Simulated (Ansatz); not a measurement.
Base system: NaI in the rock salt structure (space group Fm-3m, No. 225; a = 6.5290 Å).

Now apply this change: every lattice vector is stretched by 3.13 %; the atoms relax in the strained cell.

Level of theory: PBE/PAW in Ansatz (a quantum-chemistry and plane-wave program), no SOC.

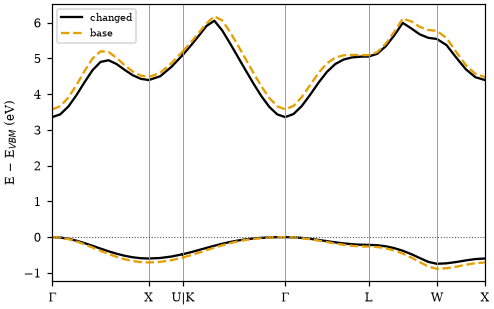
Figure. Highest valence and lowest conduction band along the path, each from its own valence-band maximum

From the figure, how large is the changed gap, and is it direct?

About 3.4 eV, direct at Γ.

Spin-orbit coupling, missing from the scalar runs, can matter with I. No phonon test of stability was made.
